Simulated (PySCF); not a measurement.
# NMR shielding calculation, with input and output: C8H16Si

C8H16Si, computed with GIAO PBE0/pcSseg-1 NMR shielding, non-relativistic, gas phase (PySCF 2.14.0).

The geometry comes from this level: GFN2-xTB. It belongs to a series of runs on one base structure; here: CH2 inserted into a C-C bond. Figures and captions count atoms from 1; the log counts them from 0 in places.

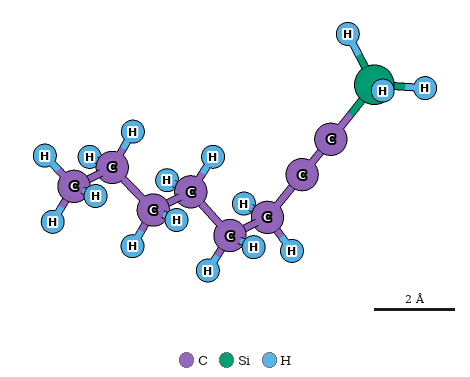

Figure 1. The input geometry (ball-and-stick view, seen at a tilt).

## Input file
```
{"job": {"kind": "nmr", "xc": "PBE0", "basis": "pcSseg-1"}, "charge": 0, "multiplicity": 1}
C     -3.711578     1.617056     0.442989
C     -2.420200     1.243341    -0.274488
C     -1.776594    -0.004407     0.324958
C     -0.502750    -0.404232    -0.414813
C      0.100046    -1.691093     0.141626
C      1.375146    -2.098461    -0.606705
C      2.438310    -1.132880    -0.413059
C      3.309765    -0.319910    -0.231612
Si     4.643359     0.925483     0.021226
H     -3.518739     1.825735     1.493090
H     -4.157673     2.501362    -0.006423
H     -4.430266     0.802125     0.383724
H     -1.715842     2.075952    -0.214520
H     -2.632966     1.066487    -1.331540
H     -2.491950    -0.830071     0.284773
H     -1.543839     0.179171     1.376549
H      0.234431     0.398344    -0.338445
H     -0.733361    -0.541855    -1.474650
H     -0.630009    -2.500036     0.058842
H      0.333822    -1.555762     1.200131
H      1.717458    -3.074701    -0.248802
H      1.163419    -2.184079    -1.677376
H      4.554879     1.923936    -1.048888
H      4.445322     1.560913     1.327700
H      5.938874     0.241728    -0.025315
```

The first line tells a small driver script what to run in PySCF; the rest is the geometry in Å.

Hardware: 1 CPU thread, shared host.

Launch command:
```bash
OMP_NUM_THREADS=1 python <driver script> task.json out
```

## The program's output
```
coarse grid: 20232 points
cycle   1  E = -603.2303931870  dE =  7.042e-01  |g| = 5.102e-01  |ddm| = 4.463e+00
cycle   2  E = -603.2212152047  dE =  9.178e-03  |g| = 5.475e-01  |ddm| = 1.170e+00
cycle   3  E = -603.3000992544  dE = -7.888e-02  |g| = 9.592e-02  |ddm| = 6.204e-01
cycle   4  E = -603.3013803764  dE = -1.281e-03  |g| = 6.436e-02  |ddm| = 1.127e-01
cycle   5  E = -603.3024180038  dE = -1.038e-03  |g| = 8.158e-03  |ddm| = 5.192e-02
cycle   6  E = -603.3024318860  dE = -1.388e-05  |g| = 2.636e-03  |ddm| = 9.678e-03
cycle   7  E = -603.3024335950  dE = -1.709e-06  |g| = 3.411e-04  |ddm| = 2.814e-03
final grid: 187544 points
cycle   8  E = -603.3592797124  dE = -5.724e-05  |g| = 9.472e-03  |ddm| = 5.210e-02
cycle   9  E = -603.3592739509  dE =  5.762e-06  |g| = 1.058e-02  |ddm| = 1.953e-02
cycle  10  E = -603.3593031097  dE = -2.916e-05  |g| = 1.552e-03  |ddm| = 1.028e-02
cycle  11  E = -603.3593036744  dE = -5.647e-07  |g| = 4.262e-04  |ddm| = 1.376e-03
cycle  12  E = -603.3593037168  dE = -4.246e-08  |g| = 9.902e-05  |ddm| = 3.997e-04
cycle  13  E = -603.3593037193  dE = -2.451e-09  |g| = 2.445e-05  |ddm| = 1.363e-04
cycle  14  E = -603.3593037194  dE = -1.446e-10  |g| = 3.677e-06  |ddm| = 2.771e-05
```

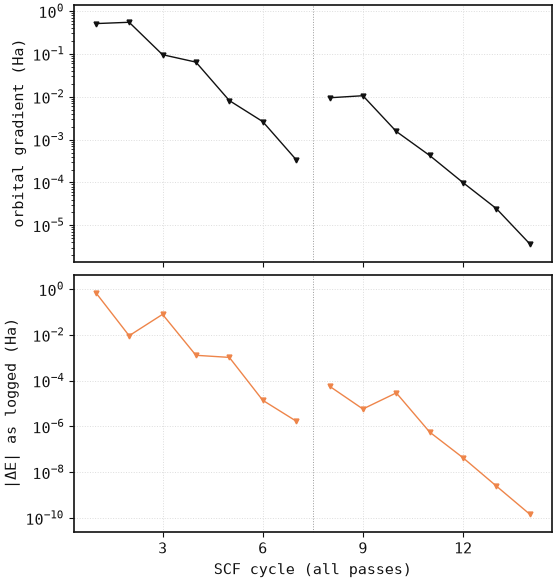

Figure 2. Convergence of the self-consistent field: orbital gradient and size of the energy change against the SCF cycle. The dotted line marks the change from a coarse to the final integration grid. The first 7 cycles use a coarse grid, the final grid takes over at cycle 8, and the field converges after 14 cycles in all.

```
converged SCF energy = -603.3593037194

GIAO shielding tensors (ppm)
atom      isotropic    diamagn.    paramagn.     s11        s22        s33       span
  0 C      169.511     243.889     -74.378    157.838    162.896    187.798     29.961
  1 C      158.221     247.330     -89.110    145.868    156.416    172.378     26.510
  2 C      148.890     251.686    -102.797    128.959    144.855    172.855     43.896
  3 C      152.132     252.370    -100.238    130.662    153.204    172.529     41.867
  4 C      153.105     251.134     -98.029    141.450    150.910    166.955     25.505
  5 C      163.176     251.719     -88.543    151.644    163.775    174.110     22.466
  6 C       66.479     271.071    -204.591    -38.139    -29.455    267.033    305.171
  7 C      107.592     259.228    -151.636     27.753     32.460    262.564    234.812
  8 Si     449.294     882.715    -433.422    441.665    442.319    463.897     22.232
  9 H       30.733      28.585       2.148     26.523     29.097     36.579     10.056
 10 H       30.430      26.087       4.342     25.699     27.632     37.958     12.259
 11 H       30.774      27.732       3.042     26.558     29.069     36.695     10.137
 12 H       30.281      33.401      -3.119     25.192     30.826     34.826      9.634
 13 H       30.402      32.415      -2.012     25.361     30.850     34.996      9.635
 14 H       30.569      34.783      -4.214     25.757     31.745     34.204      8.447
 15 H       30.471      35.540      -5.069     25.985     31.552     33.877      7.893
 16 H       29.661      37.113      -7.453     23.915     30.457     34.610     10.695
 17 H       30.716      36.131      -5.415     25.988     31.794     34.365      8.377
 18 H       30.295      33.677      -3.382     25.100     30.241     35.544     10.443
 19 H       30.226      34.316      -4.090     26.014     30.338     34.324      8.310
 20 H       29.048      27.314       1.734     23.285     28.094     35.765     12.479
 21 H       29.473      30.518      -1.044     25.165     28.418     34.836      9.671
 22 H       27.465      29.949      -2.484     23.903     26.100     32.392      8.489
 23 H       27.494      30.375      -2.881     23.861     26.265     32.357      8.496
 24 H       27.498      27.474       0.024     23.854     25.715     32.925      9.071
```

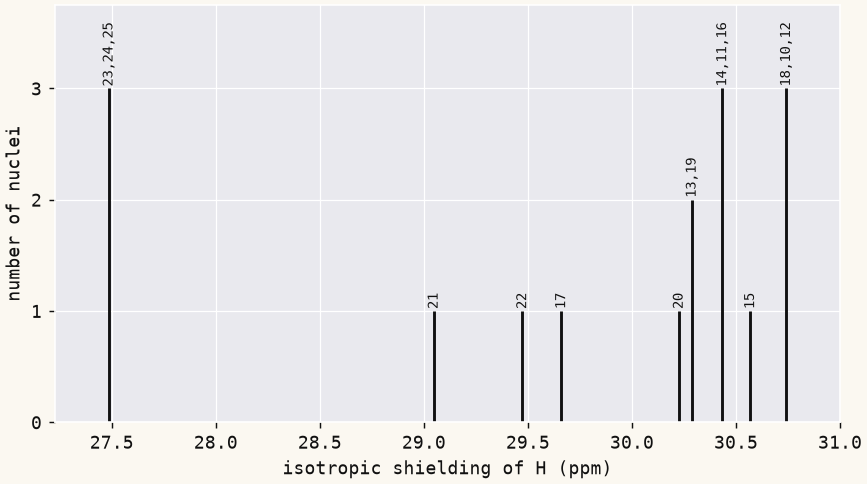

Figure 3. Isotropic shieldings of the hydrogen nuclei in this fixed geometry, labelled by atom number; shielding grows to the right, so chemical shift grows to the left. The least shielded is H23 (27.5 ppm), the most shielded H12 (30.8 ppm).

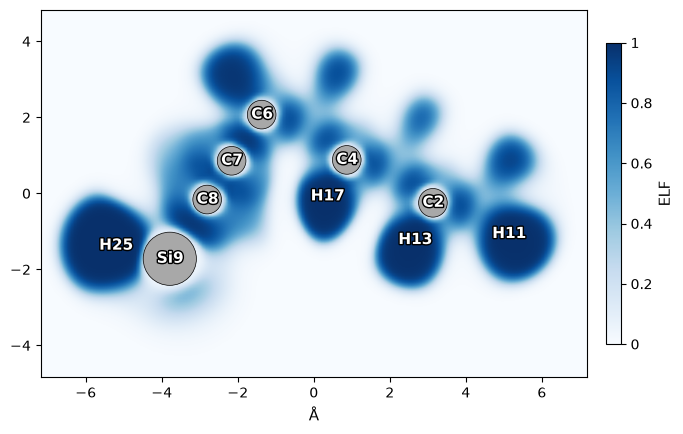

Figure 4. Electron localisation function on the plane of atoms C8, Si9 and H25. Grey discs, where drawn, cover atomic cores. The section cuts through C, Si and H sites. C–C (1.21 Å): the ELF peaks at about 0.85 between the atoms (a double or triple bond). C–Si (1.84 Å): the ELF peaks at about 0.95 between the atoms, which marks a covalent bond. C–H (1.09 Å): the ELF climbs to about 1 towards the hydrogen, as it does in any bond to H; a covalent bond by its length. Si–H (1.47 Å): the ELF climbs to about 1 towards the hydrogen.

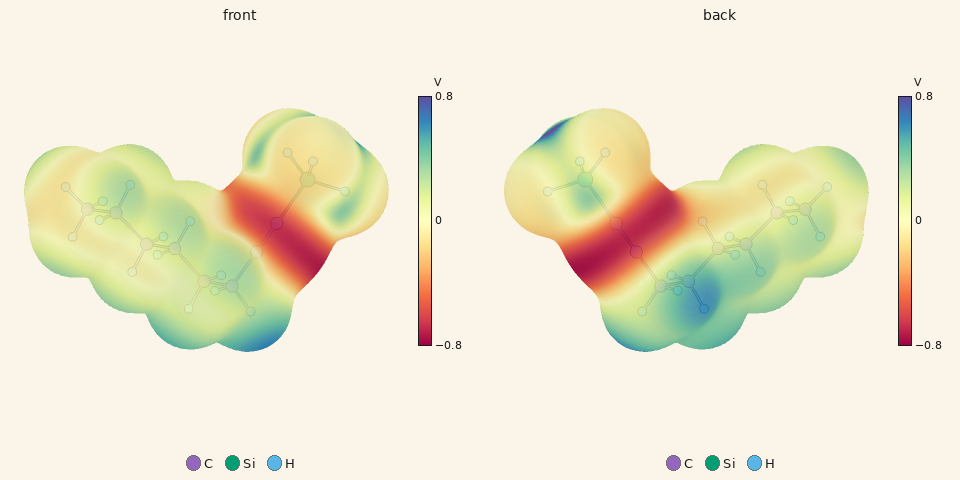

Figure 5. The molecular electrostatic potential painted on the density surface at 0.001 e/bohr³, seen at a tilt and from behind; red is negative and blue positive. Its dipole moment is 1.19 D.

## Key numbers

| quantity | value |
| --- | --- |
| outcome | converged |
| total energy | −603.359304 hartree |
| HOMO | −7.58 eV |
| LUMO | 0.37 eV |
| dipole moment | 1.19 D |
| isotropic shielding, C | 66.5 to 169.5 ppm |
| isotropic shielding, Si | 449.3 ppm |
| isotropic shielding, H | 27.5 to 30.8 ppm |
| wall time | 68 s |
| peak memory | 1.1 GiB |
